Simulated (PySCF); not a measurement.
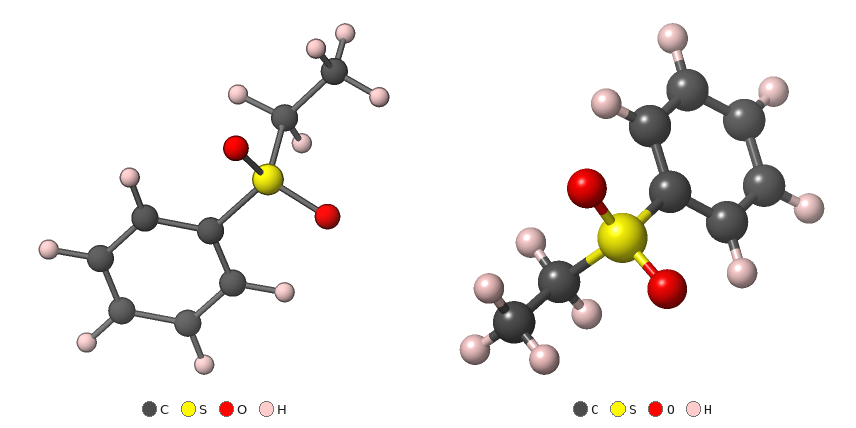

The same structure drawn twice, from different directions.

Question: Give the formula.

Answer: C8H10O2S, 21 atoms: 8 carbon, 10 hydrogen, 2 oxygen and 1 sulfur.

Question: How many bonds of each kind are drawn?

Answer: 10 C–H, 7 C–C, 2 C–S, 2 O–S.

Question: Does it have rings?

Answer: Independent rings (smallest set): 1 of 6 members, 1 of them aromatic.

The parts below concern this one geometry. Atoms keep their numbers from picture to picture. The computed structure is the end point of a PBE0-D3(BJ)/def2-SVP optimisation. No frequency run is at hand to confirm it as a minimum.

## Geometry

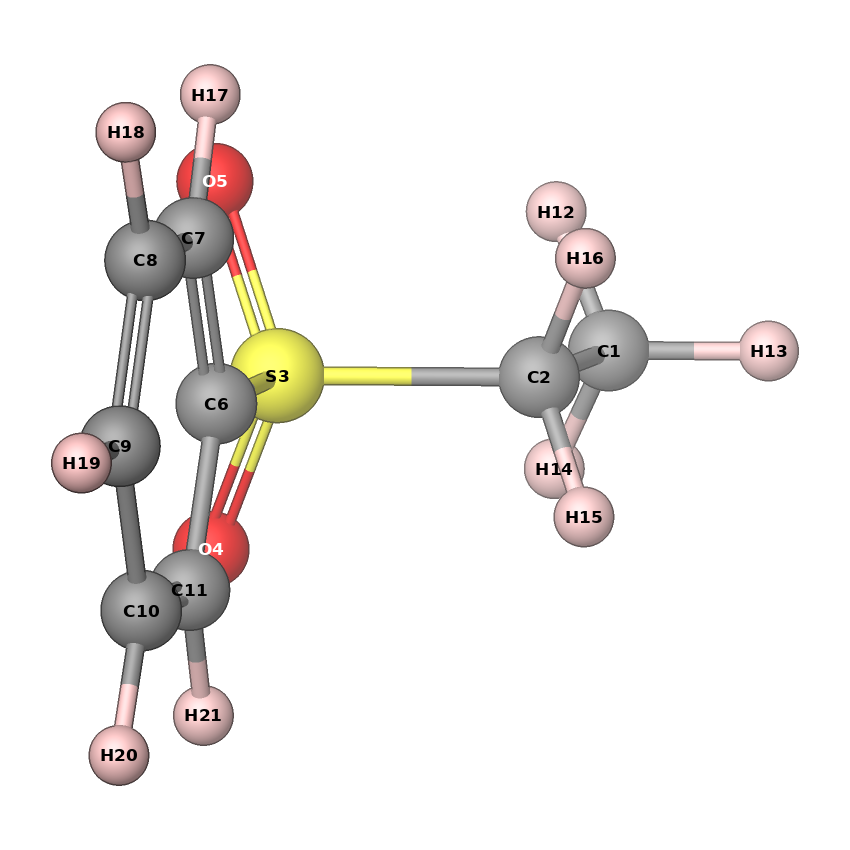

S3 lies behind C6. The molecule seen a little off the C6–S3 bond, C6 in front. Distant atoms are faded towards the background colour. No frequency run is at hand to confirm it as a minimum.

Question: What is the torsion angle C7–C6–S3–O4? The sign is positive where the front bond must turn clockwise to cover the back bond.

Answer: −155°, antiperiplanar (anti).

## Quadrupole coupling

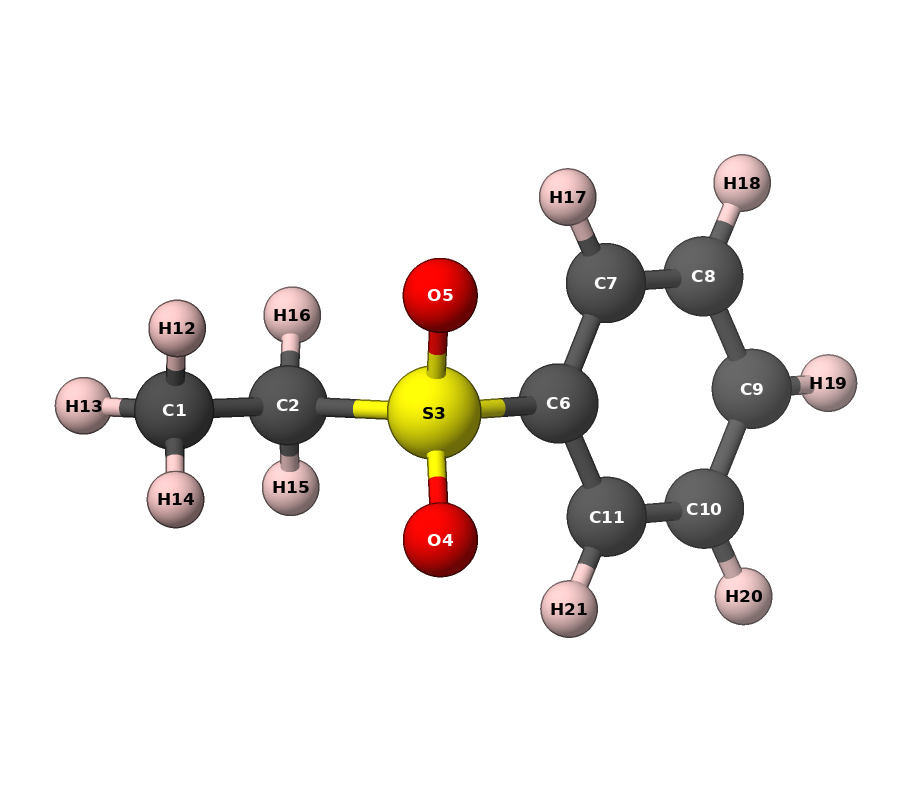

No frequency run is at hand to confirm it as a minimum. Electric field gradients from the ground-state density, PBE0/pcSseg-1 in chloroform (IEF-PCM) (PySCF 2.14.0), non-relativistic apart from any core potentials.

Give the largest field-gradient component, the quadrupole coupling constant and the asymmetry for 33S at S3 (Q = −67.81 mb), 17O at O4 (Q = −25.6 mb), 17O at O5 (Q = −25.6 mb), 2H at H12 (Q = 2.86 mb), 2H at H13 (Q = 2.86 mb).

```
atom  V_zz (a.u.)  e²qQ/h (MHz)     η
  S3       −0.198          3.16  0.36
  O4        1.479         −8.89  0.15
  O5        1.478         −8.89  0.16
 H12        0.288         0.194  0.03
 H13        0.292         0.196  0.04
```

## Ring current

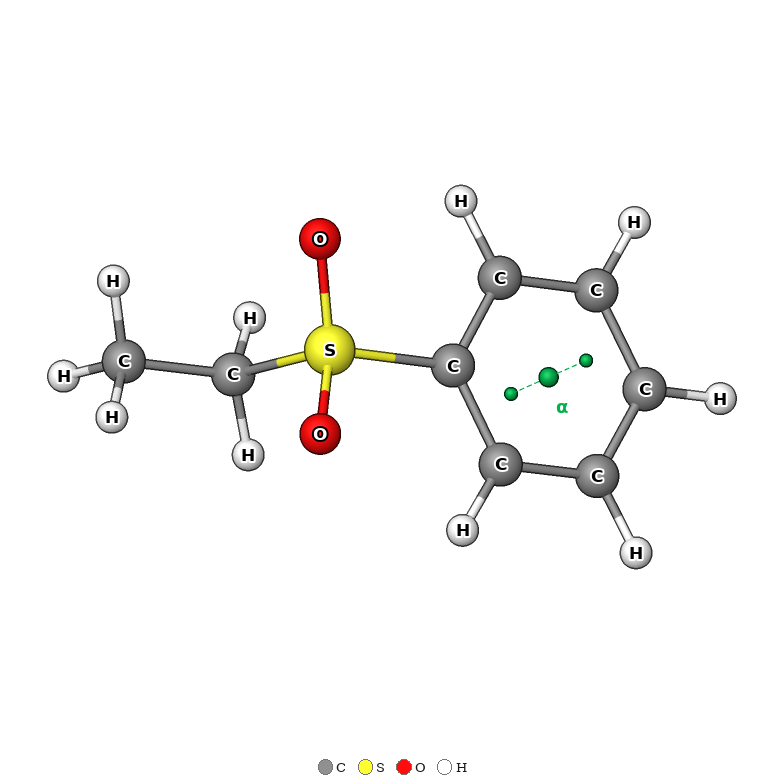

The small points mark where nucleus-independent chemical shifts (NICS) were computed: at the centre of each lettered ring and 1 Å above and below it. No frequency run is at hand to confirm it as a minimum. Method: GIAO WP04/pcSseg-1 NMR shielding, non-relativistic, IEF-PCM chloroform (PySCF 2.14.0).

Give NICS(0), NICS(1) and the out-of-plane component NICS(1)zz for each ring (means of the two sides).

```
ring  members  NICS(0)  NICS(1)  NICS(1)zz
   α       C6     −9.5    −11.2      −27.8
```

Values in ppm.

Question: What do the values say about the ring currents?

Answer: Ring α: diatropic, as in an aromatic ring. NICS is one index among several.

## NMR shielding

The questions are on isotropic NMR shieldings of the H atoms. No frequency run is at hand to confirm it as a minimum. Level of theory: GIAO ωB97X-D/pcSseg-1 NMR shielding, non-relativistic, IEF-PCM chloroform (PySCF 2.14.0).

List the isotropic NMR shieldings of the H atoms.

```tsv
atom	σ (ppm)
H12	29.62
H13	29.96
H14	29.64
H15	28.70
H16	28.71
H17	23.20
H18	23.49
H19	23.38
H20	23.49
H21	23.20
```
